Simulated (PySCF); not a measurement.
K(OH), SMILES [K][OH], B3LYP/def2-SVP optimised geometry. Atoms within 1.6 Å of the plane z = 0.0 Å (x, y, z in Å): K1 (1.58, 0.00, 0.00), O2 (-0.61, 0.00, 0.00), H3 (-1.58, 0.00, 0.00).

Calculation: B3LYP/def2-TZVP run with PySCF 2.14.0. Cells within 0.4 Å of a nucleus heavier than hydrogen are left out (blank, or x).

Map of the LUMO amplitude (bohr^(-3/2)) on the plane z = 0.0 Å; orbital energy -1.14 eV, overall sign arbitrary:

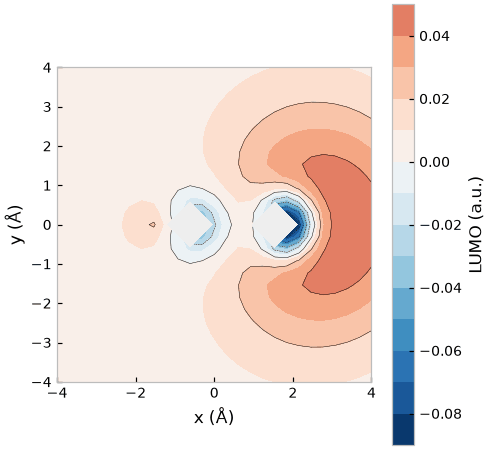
Figure: LUMO amplitude (bohr^(-3/2)) on the plane z = 0.0 Å.
